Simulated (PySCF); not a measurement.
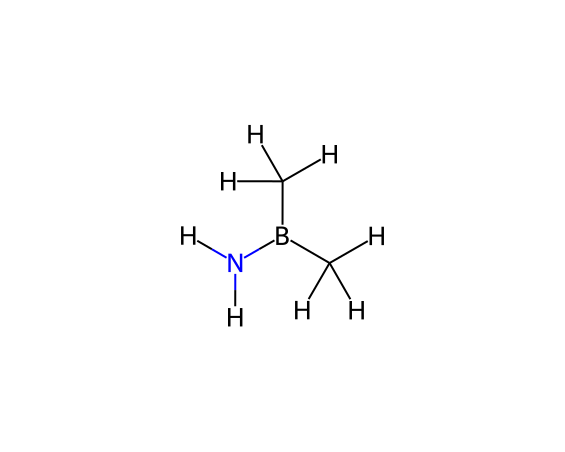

2D structure.

Give its SMILES.

CB(C)N

Give the formula, hydrogens included.

C2H8BN.

An optimisation with PBE0-D3(BJ)/def2-TZVP gave a structure of which point group?

C2v.

More results for the same structure follow; atom numbers are the same in all pictures, views and colours differ. Computed geometry: PBE0-D3(BJ)/def2-TZVP optimisation. No frequency run is at hand to confirm it as a minimum.

**Geometry**

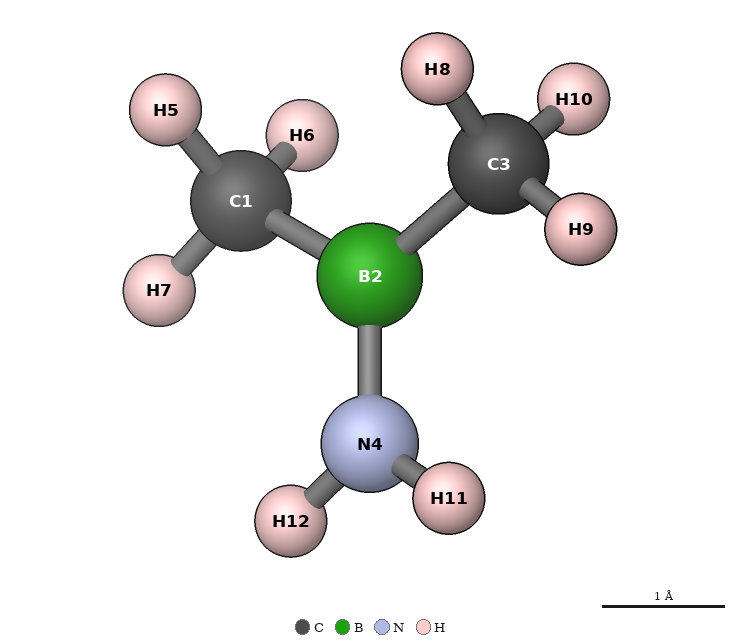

The atoms are numbered. No frequency run is at hand to confirm it as a minimum.

How are the neighbours of atom 1 arranged?

C1 has 4 neighbours (B2 at 1.58, H5 at 1.10, H6 at 1.10, H7 at 1.09 Å); the arrangement is tetrahedral.

How are the neighbours of atom 2 arranged?

B2 has 3 neighbours (C1 at 1.58, C3 at 1.58, N4 at 1.40 Å); the arrangement is trigonal planar.

Describe the coordination of atom 4.

N4 has 3 neighbours (B2 at 1.40, H11 at 1.01, H12 at 1.01 Å); the arrangement is trigonal planar.

**NMR shielding**

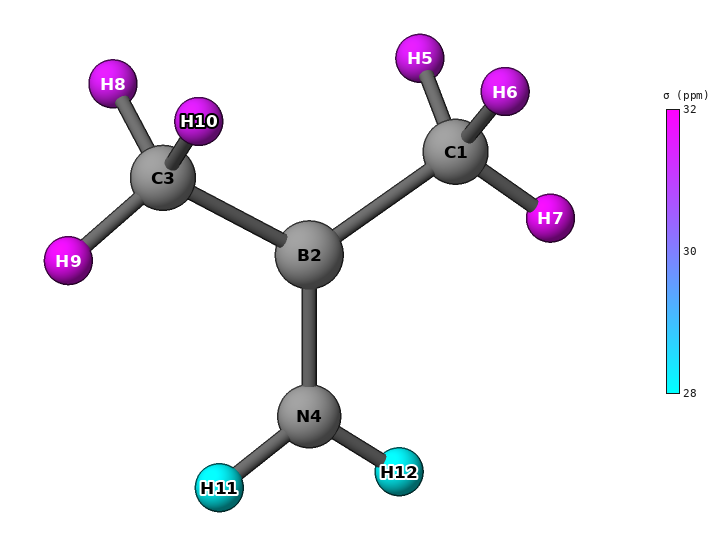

Atoms are coloured by their isotropic NMR shieldings (H only, the others grey). No frequency run is at hand to confirm it as a minimum. Method: GIAO WP04/pcSseg-2 NMR shielding, non-relativistic, IEF-PCM chloroform (PySCF 2.14.0).

Give the isotropic NMR shieldings of the H atoms atom by atom.

```
atom  σ (ppm)
  H5    31.53
  H6    31.52
  H7    31.76
  H8    31.52
  H9    31.76
 H10    31.53
 H11    28.09
 H12    28.09
```

**Spin–spin coupling**

No frequency run is at hand to confirm it as a minimum. Level of theory: B3LYP/pcJ-2 indirect spin-spin coupling, non-relativistic, gas phase (PySCF 2.14.0). Isotopes: 11B, 13C, 1H, 15N.

Give the spin–spin coupling constants of these pairs, with the number of bonds between them: C1/B2, B2/C3, N4/H12, C1/N4, B2/H8, B2/H6, B2/H10, B2/H5, B2/H11, C3/N4, N4/H10, N4/H9.

```tsv
pair	bonds apart	J (Hz)
C1, B2	1	55.3
B2, C3	1	55.3
N4, H12	1	−84.7
C1, N4	2	−3.5
B2, H8	2	−5.2
B2, H6	2	−5.3
B2, H10	2	−5.2
B2, H5	2	−5.2
B2, H11	2	0.5
C3, N4	2	−3.5
N4, H10	3	−2.2
N4, H9	3	−3.0
```

**Dipole moment**

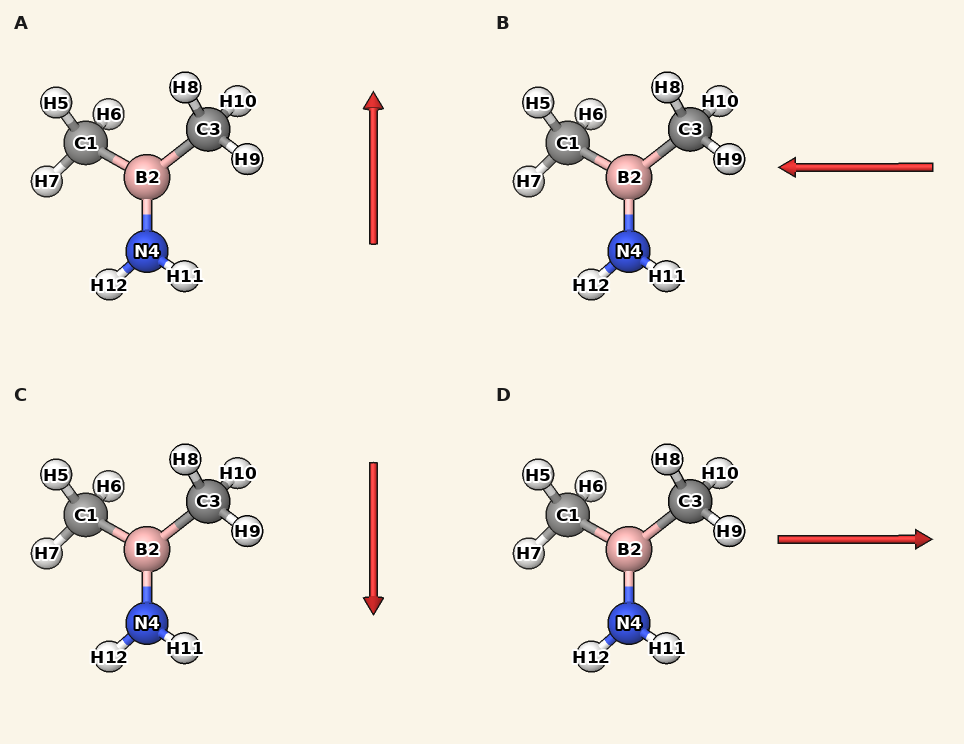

The same molecule four times, each with an arrow. No frequency run is at hand to confirm it as a minimum. Properties computed with WP04/pcSseg-2 in chloroform (IEF-PCM) (PySCF 2.14.0).

Which arrow points along the dipole moment, from the negative to the positive end?

C. The dipole moment is 1.43 D; it points from the side of H5, H6, H8, H10 to the side of H11, H12 (the outermost atoms at the two ends).
